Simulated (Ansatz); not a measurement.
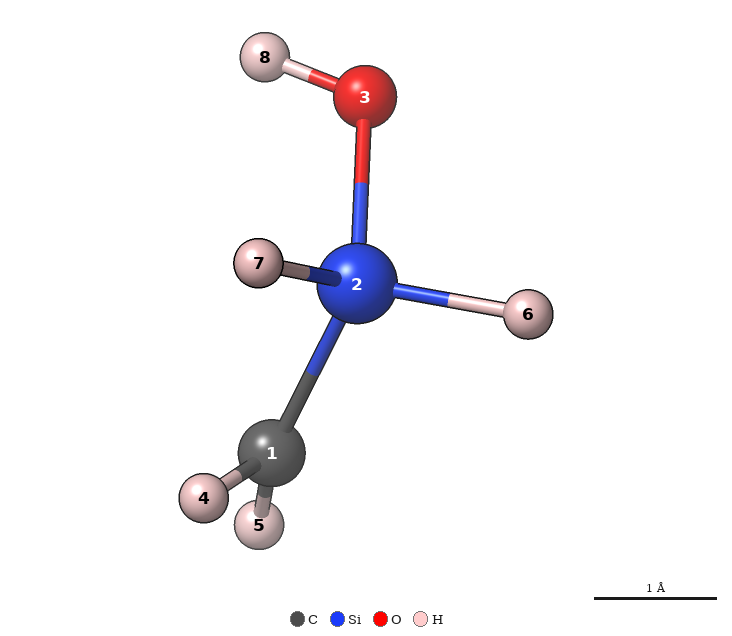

(Drawn from a calculation with Ansatz.)

Orthographic view. Atoms fade into the background with distance from the viewer. The species is neutral and a spin doublet. Geometry: moved along internal coordinates away from the minimum.

Give the geometry as a Z-matrix, atoms in numerical order, with these reference atoms: 2 to 1; 3 to 2, 1; 4 to 1, 2, 3; 5 to 1, 4, 2; 6 to 2, 3, 1; 7 to 2, 6, 3; 8 to 3, 2, 6.

```
C  
Si   1   1.840
O    2   1.826   1   112.2
H    1   1.086   2    92.9   3  -140.0
H    1   1.087   4   114.6   2   178.9
H    2   1.485   3   104.2   1   120.7
H    2   1.490   6   109.4   3  -119.5
H    3   0.958   2   117.1   6   178.9
```
